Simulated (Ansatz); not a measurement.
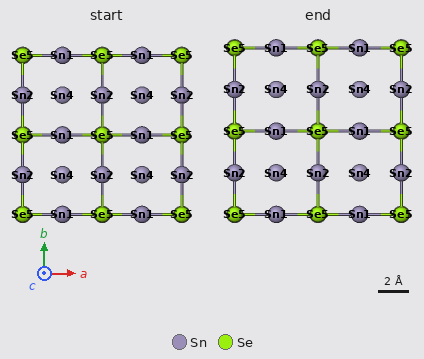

The structure of crystalline Sn4Se (a generated structure, set up in Pm-3m) (coarse preliminary run) before (left) and after (right) a relaxation, at one scale.

A ball-and-stick model of the cell of the calculation, repeated 2 × 2 × 1 with one cell outlined, seen along the c axis.

Level of theory: DFT PBE, scalar-relativistic, plane waves, PAW (Ansatz 0.2.0). (plane-wave cutoff 420 eV; k-point mesh 4 × 4 × 4; occupations gaussian; smearing width 0.1 eV; no spin polarisation; cell and atoms relaxed; force threshold 0.04 eV/Å; at most 70 steps)

> What changed between the two?

The atoms keep their places relative to the cell (all moves are under 0.005 Å). The volume changes by +14.8 %, with a = b = c 5.309 → 5.559 Å (+4.7 %). Among the contacts that change: Se–Sn 2.654 → 2.779 Å. The space group stays Pm-3m (No. 221). The energy falls by 73.4 meV per atom in 1 accepted move (2 points after the start). All forces vanish by symmetry, so only the cell relaxes. Pressure: 5.86 GPa at the start and 0.02 GPa at the end. The SCF was repeated once at an unchanged geometry on a basis and grid sized afresh for the cell, which shifted the energy by 0.7 meV per atom at most.
